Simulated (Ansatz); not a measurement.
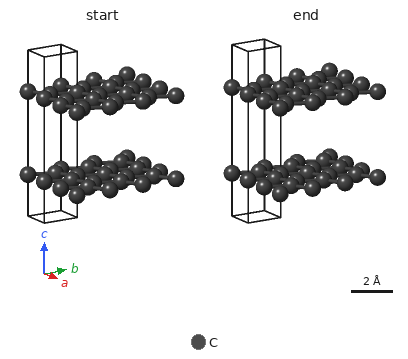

The structure of a crystal of C (built on the graphite type) before (left) and after (right) a relaxation, at one scale.

A ball-and-stick model of the cell of the calculation, repeated 3 × 3 × 1 with one cell outlined, seen slightly off an axis.

Case: volume 11.394 Å^3/atom.

Computed with Ansatz, DFT PBE, spin-orbit coupling, plane waves, PAW.

The input:
```yaml
crystal:
  lattice:
    - [2.5064324779, 0.0, 0.0]
    - [-1.253216239, 2.1706341987, 0.0]
    - [0.0, 0.0, 8.3770365903]
  atoms:
    - { symbol: C, position: [0.0, 0.0, 0.25] }
    - { symbol: C, position: [0.0, 0.0, 0.75] }
    - { symbol: C, position: [0.3333333333, 0.6666666667, 0.25] }
    - { symbol: C, position: [0.6666666667, 0.3333333333, 0.75] }
basis:
  ecutwfc: 420
  ecutrho_ratio: 4
kpoints:
  mp_grid: { grid: [10, 10, 4] }
hamiltonian:
  xc: pbe
scf:
  occupations: { method: gaussian, width: 0.05 }
output:
  forces: true
  stress: true
  eigenvalues: true
  populations: true
magnetization:
  noncollinear: true
  spin_orbit: true
relax:
  f_tol: 0.04
  max_steps: 40
  cell: { stress_tol: 0.4, fix: [volume] }
```

Question: What changed between the two?

Answer: The atoms keep their places relative to the cell (all moves are under 0.005 Å). The drawn cell changes at constant volume: a = b 2.506 → 2.467 Å (−1.6 %), c 8.377 → 8.647 Å (+3.2 %). Some distances before and after: C1–C3 1.447 → 1.424 Å. The space group stays P6_3/mmc (No. 194). The energy falls by 17.4 meV per atom in 2 accepted moves (3 points after the start). All forces vanish by symmetry, so only the cell relaxes. The pressure goes from −9.89 to −0.14 GPa. At 1 point the geometry stayed and the basis and grid were re-selected for the new cell (energy shift of 0.5 meV per atom at most each time). The run took of the order of 40 core-seconds on a shared host.
